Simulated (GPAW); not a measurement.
Consider CoSi2 (Fm-3m).

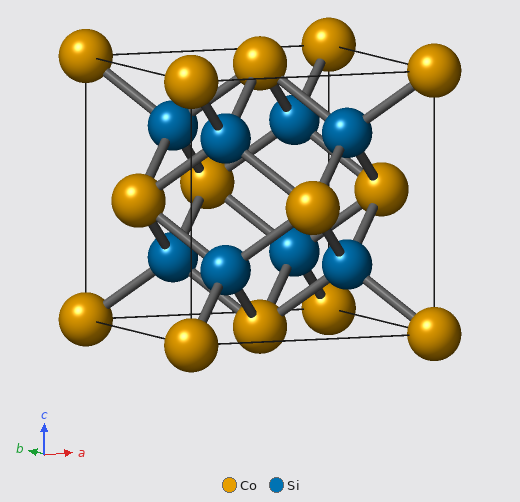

The structure (cobalt orange, silicon blue). Some periodic images of atoms are drawn too.

```
Co Si
1.0
     0.00000    2.67800    2.67800
     2.67800    0.00000    2.67800
     2.67800    2.67800    0.00000
Co Si
1 2
Direct
  0.00000 0.00000 0.00000
  0.75000 0.75000 0.75000
  0.25000 0.25000 0.25000
```

Absorber: atom 1, with 8 Si at 2.32 Å (cubic, site symmetry m-3m). Method: GPAW, PBE, excited-electron core hole (neutral cell), 18-atom cell with 6.6 Å between holes, 3×3×3 k points, dipole transitions, Gaussian full width 1.33 eV up to 4 eV, rising linearly to 3.5 eV at 25 eV.

The database entry behind the starting cell differs from later determinations by our own check (0.1 to 0.3 % short, probably kX units), so it need not match the best structure at ambient conditions.

Q: What does the Co K edge look like?

Main maxima up to 30 eV above the zero (height): 0.3 eV (0.56), 9.1 eV (1.27), 12.4 eV (1.31) and 23.1 eV (2.30). A K edge sees empty p states, which here mix into the lowest empty bands, so that weight starts at the zero. The total-energy difference is 7705.94 eV. The tabulated edge of the element is 7709 eV. The functional leaves an error of a few eV in such absolute values.

The Co K spectrum (energy from the lowest empty level; intensity scaled to a mean of 1 over the first 20 eV):

| E (eV) | intensity |
| --- | --- |
| -2.0 | 0.00 |
| -0.5 | 0.24 |
| 1.0 | 0.43 |
| 2.5 | 0.41 |
| 4.0 | 0.59 |
| 5.5 | 0.68 |
| 7.0 | 1.04 |
| 8.5 | 1.21 |
| 10.0 | 1.19 |
| 11.5 | 1.25 |
| 13.0 | 1.26 |
| 14.5 | 0.99 |
| 16.0 | 1.06 |
| 17.5 | 1.25 |
| 19.0 | 1.58 |
| 20.5 | 1.84 |
| 22.0 | 2.16 |
| 23.5 | 2.29 |
| 25.0 | 1.97 |
| 26.5 | 1.89 |
| 28.0 | 2.28 |
| 29.5 | 2.72 |
| 31.0 | 2.72 |

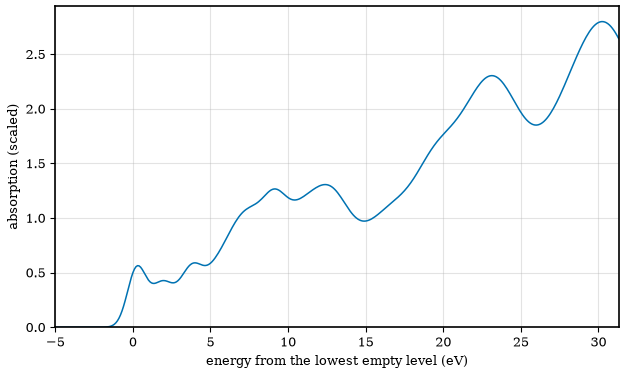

The Co K edge.

The hole lies in one spin channel, while the script sums the empty states of both and takes the lower zero; where the two channels are split, this blurs and shifts the curve. Quadrupole 1s→3d transitions, which feed the pre-edge, are not in the dipole spectrum. The starting moments shrank to 0.00 μB or less, so this is hardly a magnetic state. The mesh is coarse (0.39 Å⁻¹ between points), so small maxima may be mesh ripples. Lifetime broadening is put in by hand, and intensities beyond about 20 eV depend on it and on the partial waves. The structure is a published determination, not relaxed.

[Banner, clock and machine lines of the logs are left out without a mark of their own.]

[Logs are printed without paths, hosts, clocks, repeated set-up lines and the standing remarks that a program may print on its own settings, such as how far it seeks lower states.]

[Hosts, paths, dates, database ids (printed as entryN), source tags and the programs' standing remarks are cut or masked in the printed files.]

[Lists of maxima count a maximum above −3 eV only where it reaches 4 % of the highest in the window and stands out from its surroundings by 2 % of it (1.5 % where it reaches 55 %); shoulders and weaker maxima are passed over, and of the rest the first, up to two pre-edge ones and the few strongest are named.]
